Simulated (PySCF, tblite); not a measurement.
# C5H3F2N2−: dynamics, then NMR shifts on frames, part 2 of 2

tblite 0.8.0 and PySCF 2.14.0. Atoms count from 0. Earlier steps stand in the parts before.

## (5) Nuclear shieldings: 625 fs, PBE0/pcSseg-1

What the job is given:

```
{"job": {"kind": "nmr", "xc": "PBE0", "basis": "pcSseg-1", "pop": false}, "charge": -1, "multiplicity": 1}
N     -0.358500     1.250700     2.832300
C     -0.105100     0.772500     1.777400
C      0.183900    -0.225100     0.903100
C      1.277300    -0.271100     0.042700
N      2.181000    -0.139100    -0.716900
C     -0.842400    -1.269600     0.763600
C     -1.750800    -1.188600    -0.510800
F     -2.319800     0.004900    -0.580200
F     -0.844000    -1.261700    -1.493600
H     -0.579700    -2.354900     0.802600
H     -1.555200    -1.106100     1.696000
H     -2.533700    -1.963100    -0.710900
```

Method: GIAO PBE0/pcSseg-1 NMR shielding, non-relativistic, gas phase.

What it wrote:

```text
coarse grid: 11592 points
cycle   1  E = -500.7198026352  dE =  1.321e+00  |g| = 8.357e-01  |ddm| = 3.445e+00
cycle   2  E = -500.4306898681  dE =  2.891e-01  |g| = 1.484e+00  |ddm| = 2.156e+00
cycle   3  E = -500.8330423330  dE = -4.024e-01  |g| = 3.534e-01  |ddm| = 1.475e+00
cycle   4  E = -500.8604673763  dE = -2.743e-02  |g| = 7.972e-02  |ddm| = 3.457e-01
cycle   5  E = -500.8616454912  dE = -1.178e-03  |g| = 2.026e-02  |ddm| = 7.863e-02
cycle   6  E = -500.8617302193  dE = -8.473e-05  |g| = 5.561e-03  |ddm| = 2.259e-02
cycle   7  E = -500.8617349971  dE = -4.778e-06  |g| = 2.949e-03  |ddm| = 6.221e-03
final grid: 117352 points
cycle   8  E = -500.9249156886  dE = -2.233e-05  |g| = 8.832e-03  |ddm| = 2.806e-02
cycle   9  E = -500.9248689118  dE =  4.678e-05  |g| = 1.719e-02  |ddm| = 2.141e-02
cycle  10  E = -500.9249317375  dE = -6.283e-05  |g| = 2.628e-03  |ddm| = 1.490e-02
cycle  11  E = -500.9249331886  dE = -1.451e-06  |g| = 4.141e-04  |ddm| = 2.316e-03
cycle  12  E = -500.9249332171  dE = -2.852e-08  |g| = 1.573e-04  |ddm| = 4.243e-04
cycle  13  E = -500.9249332191  dE = -1.920e-09  |g| = 1.266e-04  |ddm| = 2.116e-04
cycle  14  E = -500.9249332225  dE = -3.443e-09  |g| = 1.194e-05  |ddm| = 1.063e-04
cycle  15  E = -500.9249332225  dE = -2.603e-11  |g| = 4.440e-06  |ddm| = 1.240e-05
converged SCF energy = -500.9249332225

GIAO shielding tensors (ppm)
atom      isotropic    diamagn.    paramagn.     s11        s22        s33       span
  0 N      -59.524     341.528    -401.053   -231.534    -92.846    145.807    377.341
  1 C       41.183     252.571    -211.388    -80.737    -69.059    273.344    354.082
  2 C      179.943     258.001     -78.058    157.124    176.270    206.435     49.311
  3 C       46.958     254.922    -207.964    -71.027    -62.440    274.341    345.369
  4 N      -48.688     344.592    -393.280   -228.945    -75.204    158.084    387.030
  5 C      129.575     242.772    -113.197    112.612    130.731    145.384     32.772
  6 C       64.966     236.579    -171.613     47.889     70.887     76.123     28.233
  7 F      316.904     475.711    -158.807    227.675    319.591    403.446    175.771
  8 F      306.179     478.024    -171.845    213.949    314.349    390.239    176.290
  9 H       28.660      27.946       0.713     24.357     28.207     33.414      9.058
 10 H       28.012      27.479       0.533     23.977     27.459     32.600      8.623
 11 H       25.670      26.994      -1.324     22.223     24.908     29.879      7.656
```

Run time: 18 s. Hardware: 1 thread of Intel Xeon at 2.60GHz, shared host; peak memory 0.78 GiB.

Key values: δ C1 145.7, C3 140.0, C6 122.0, C5 57.3, H11 6.05, H10 3.70 ppm.

## (6) Nuclear shieldings: 800 fs, PBE0/pcSseg-1

What the job is given:

```
{"job": {"kind": "nmr", "xc": "PBE0", "basis": "pcSseg-1", "pop": false}, "charge": -1, "multiplicity": 1}
N     -0.327000     1.619000     2.355300
C     -0.077900     0.828700     1.553100
C      0.055300    -0.059800     0.478800
C      1.393300    -0.222700     0.119100
N      2.479200    -0.438100    -0.293500
C     -0.980500    -1.066000     0.289500
C     -1.946600    -0.864900    -0.885400
F     -2.052200     0.484800    -1.419900
F     -1.716900    -1.590800    -1.996800
H     -0.529900    -1.978500     0.138700
H     -1.599700    -1.098300     1.190300
H     -3.059600    -0.965600    -0.556900
```

Level: GIAO PBE0/pcSseg-1 NMR shielding, non-relativistic, gas phase.

What it wrote:

```text
coarse grid: 11592 points
cycle   1  E = -500.7038802573  dE =  1.261e+00  |g| = 8.883e-01  |ddm| = 3.403e+00
cycle   2  E = -500.3531993047  dE =  3.507e-01  |g| = 1.636e+00  |ddm| = 2.305e+00
cycle   3  E = -500.8426282965  dE = -4.894e-01  |g| = 3.066e-01  |ddm| = 1.550e+00
cycle   4  E = -500.8624938689  dE = -1.987e-02  |g| = 1.035e-01  |ddm| = 3.174e-01
cycle   5  E = -500.8645031851  dE = -2.009e-03  |g| = 2.931e-02  |ddm| = 9.846e-02
cycle   6  E = -500.8646537233  dE = -1.505e-04  |g| = 9.081e-03  |ddm| = 2.796e-02
cycle   7  E = -500.8646685880  dE = -1.486e-05  |g| = 3.017e-03  |ddm| = 8.505e-03
cycle   8  E = -500.8646701432  dE = -1.555e-06  |g| = 1.378e-03  |ddm| = 3.206e-03
final grid: 117352 points
cycle   9  E = -500.9291133093  dE = -3.683e-05  |g| = 8.083e-03  |ddm| = 2.853e-02
cycle  10  E = -500.9290987369  dE =  1.457e-05  |g| = 1.220e-02  |ddm| = 1.608e-02
cycle  11  E = -500.9291264084  dE = -2.767e-05  |g| = 1.835e-03  |ddm| = 9.270e-03
cycle  12  E = -500.9291270495  dE = -6.412e-07  |g| = 6.706e-04  |ddm| = 1.996e-03
cycle  13  E = -500.9291271403  dE = -9.072e-08  |g| = 1.639e-04  |ddm| = 6.337e-04
cycle  14  E = -500.9291271434  dE = -3.138e-09  |g| = 1.082e-04  |ddm| = 1.795e-04
cycle  15  E = -500.9291271459  dE = -2.450e-09  |g| = 2.105e-05  |ddm| = 9.765e-05
cycle  16  E = -500.9291271459  dE = -7.867e-11  |g| = 8.366e-06  |ddm| = 2.103e-05
converged SCF energy = -500.9291271459

GIAO shielding tensors (ppm)
atom      isotropic    diamagn.    paramagn.     s11        s22        s33       span
  0 N      -20.500     344.712    -365.212   -181.491    -70.270    190.261    371.752
  1 C       49.384     257.801    -208.417    -69.796    -60.413    278.361    348.157
  2 C      186.470     253.206     -66.736    162.277    180.076    217.057     54.779
  3 C       45.922     256.613    -210.691    -74.136    -63.301    275.201    349.337
  4 N      -39.463     344.106    -383.569   -212.476    -68.057    162.145    374.621
  5 C      146.801     245.998     -99.197    124.476    146.056    169.872     45.396
  6 C       50.035     231.780    -181.745     17.631     57.349     75.125     57.494
  7 F      266.812     476.799    -209.987    119.157    333.961    347.317    228.160
  8 F      289.973     471.118    -181.145    188.821    310.031    371.066    182.245
  9 H       30.447      30.582      -0.135     25.181     31.615     34.546      9.364
 10 H       29.164      29.152       0.012     23.188     30.020     34.285     11.097
 11 H       24.543      24.738      -0.195     22.061     23.377     28.191      6.130
```

It took 18 s on 1 thread of Intel Xeon at 2.60GHz, shared host; peak memory 0.76 GiB.

Key values: δ C3 141.0, C1 137.5, C6 136.9, C5 40.1, H11 7.17, H10 2.55 ppm.

## (7) Nuclear shieldings: 1000 fs, PBE0/pcSseg-1

What the job is given:

```
{"job": {"kind": "nmr", "xc": "PBE0", "basis": "pcSseg-1", "pop": false}, "charge": -1, "multiplicity": 1}
N     -1.156700     0.834200     2.667100
C     -0.508300     0.342200     1.818500
C      0.086600    -0.379400     0.810400
C      1.440500    -0.358500     0.490100
N      2.459200    -0.727600     0.054300
C     -0.765400    -1.386000     0.248300
C     -1.573300    -0.841900    -1.002400
F     -0.785900     0.203700    -1.601400
F     -1.704400    -1.655100    -2.069800
H     -0.222900    -2.340200    -0.030900
H     -1.506300    -1.764600     1.068700
H     -2.597200    -0.422300    -0.732500
```

Method: GIAO PBE0/pcSseg-1 NMR shielding, non-relativistic, gas phase.

What it wrote:

```text
coarse grid: 11592 points
cycle   1  E = -500.7068899102  dE =  1.206e+00  |g| = 8.765e-01  |ddm| = 3.430e+00
cycle   2  E = -500.3863833850  dE =  3.205e-01  |g| = 1.585e+00  |ddm| = 2.278e+00
cycle   3  E = -500.8408338602  dE = -4.545e-01  |g| = 3.075e-01  |ddm| = 1.530e+00
cycle   4  E = -500.8610343593  dE = -2.020e-02  |g| = 9.964e-02  |ddm| = 3.295e-01
cycle   5  E = -500.8629149625  dE = -1.881e-03  |g| = 2.800e-02  |ddm| = 9.870e-02
cycle   6  E = -500.8630549134  dE = -1.400e-04  |g| = 7.048e-03  |ddm| = 2.501e-02
cycle   7  E = -500.8630645539  dE = -9.641e-06  |g| = 1.401e-03  |ddm| = 6.200e-03
final grid: 117352 points
cycle   8  E = -500.9281115737  dE = -3.404e-05  |g| = 6.776e-03  |ddm| = 2.790e-02
cycle   9  E = -500.9281036488  dE =  7.925e-06  |g| = 9.790e-03  |ddm| = 1.314e-02
cycle  10  E = -500.9281212690  dE = -1.762e-05  |g| = 1.109e-03  |ddm| = 6.772e-03
cycle  11  E = -500.9281214176  dE = -1.487e-07  |g| = 6.504e-04  |ddm| = 1.507e-03
cycle  12  E = -500.9281215004  dE = -8.280e-08  |g| = 1.858e-04  |ddm| = 6.289e-04
cycle  13  E = -500.9281215077  dE = -7.314e-09  |g| = 4.353e-05  |ddm| = 1.778e-04
cycle  14  E = -500.9281215081  dE = -3.570e-10  |g| = 1.207e-05  |ddm| = 4.359e-05
converged SCF energy = -500.9281215081

GIAO shielding tensors (ppm)
atom      isotropic    diamagn.    paramagn.     s11        s22        s33       span
  0 N      -24.109     344.760    -368.869   -194.256    -48.308    170.237    364.494
  1 C       46.338     254.910    -208.571    -72.488    -60.967    272.470    344.958
  2 C      186.512     258.141     -71.629    155.484    175.043    229.010     73.526
  3 C       48.004     255.446    -207.441    -67.423    -61.047    272.482    339.905
  4 N      -50.799     344.195    -394.995   -242.111    -74.232    163.945    406.056
  5 C      127.504     244.601    -117.097    103.909    125.834    152.769     48.859
  6 C       51.632     237.648    -186.016     24.023     54.467     76.405     52.381
  7 F      257.465     478.216    -220.750    101.606    307.925    362.864    261.258
  8 F      301.685     470.078    -168.392    217.815    320.718    366.524    148.708
  9 H       28.132      28.258      -0.126     24.152     28.104     32.141      7.990
 10 H       27.236      27.253      -0.018     23.039     27.218     31.450      8.411
 11 H       24.871      26.842      -1.971     22.366     24.393     27.853      5.487
```

Wall time 18 s (1 thread of Intel Xeon at 2.60GHz, shared host); peak memory 0.76 GiB.

Key values: δ C1 140.6, C3 138.9, C6 135.3, C5 59.4, H11 6.85, H10 4.48 ppm.

## (8) Side by side: NMR shifts

Shifts (ppm) of some atoms, chosen among heavy atoms and hydrogens apart, with basis size and wall time:

| frame | C5 | H10 | H9 | N0 | N4 | F7 | F8 | functions | time |
| --- | --- | --- | --- | --- | --- | --- | --- | --- | --- |
| 250 fs | 51.3 | 2.74 | 2.71 | 305.5 | 298.1 | -138.6 | -145.5 | 168 | 19 s |
| 425 fs | 41.8 | 2.28 | 2.17 | 292.7 | 306.3 | -100.0 | -78.6 | 168 | 18 s |
| 625 fs | 57.3 | 3.70 | 3.06 | 327.3 | 316.4 | -146.0 | -135.2 | 168 | 18 s |
| 800 fs | 40.1 | 2.55 | 1.27 | 288.2 | 307.2 | -95.9 | -119.0 | 168 | 18 s |
| 1000 fs | 59.4 | 4.48 | 3.58 | 291.8 | 318.5 | -86.5 | -130.7 | 168 | 18 s |

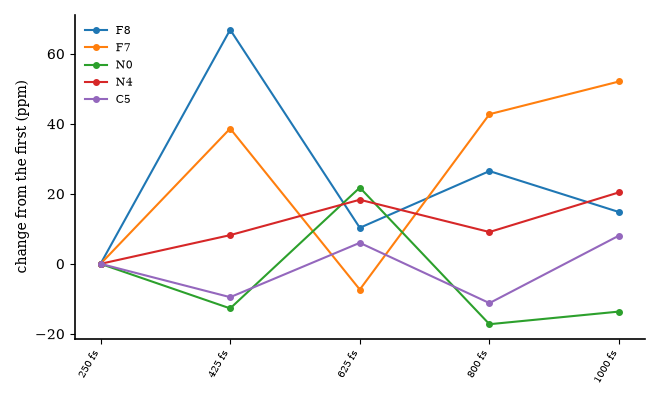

How five of the tabulated atoms move from run to run.

## (9) Summary of results

This closing draws on all 2 parts.

| quantity | value |
| --- | --- |
| thermostat | 600 K |
| mean temperature, second half | 617 K |
| mean potential energy above the minimum | 0.78 eV |
| 13C shifts against TMS (PBE0/pcSseg-1, 250 fs) | 143.7, 132.9, 122.9, 51.3, 10.4 ppm |
| 1H shifts against TMS (PBE0/pcSseg-1, 250 fs) | 5.05, 2.74, 2.71 ppm |
| 15N shifts against NH3 (PBE0/pcSseg-1, 250 fs) | 305.5, 298.1 ppm |
| 19F shifts against CFCl3 (PBE0/pcSseg-1, 250 fs) | -138.6, -145.5 ppm |
| range of the shift of F8 | -145.5 to -78.6 ppm |

In the second half the potential energy averages 0.78 eV above the minimum; equipartition over 30 harmonic modes at 600 K would give 0.78 eV. With 12 atoms the temperature swings widely (368 to 1078 K). Shifts at one fixed geometry are not the observed spectrum, which averages over the motion. Across the 5 runs the shift of F8 moves most, between -145.5 (250 fs) and -78.6 ppm (425 fs).
